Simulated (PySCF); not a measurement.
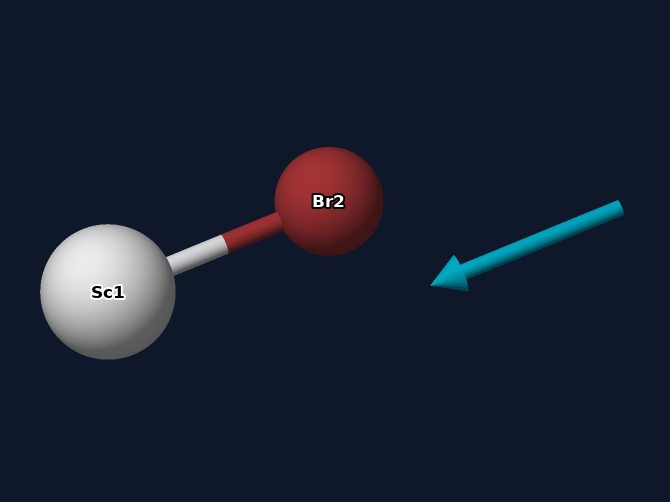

The arrow beside the molecule shows the direction of the dipole moment, from the negative to the positive end (its length means nothing). Charge 0, singlet. The geometry was computed by an optimisation with PBE0-D3(BJ)/def2-SVP. No frequency run is at hand to confirm it as a minimum. Properties computed with PBE0/def2-SVPD in water (IEF-PCM) (PySCF 2.14.0).

### Estimate the dipole moment.

6.37 D; it points from the side of Br2 to the side of Sc1 (the outermost atoms at the two ends).
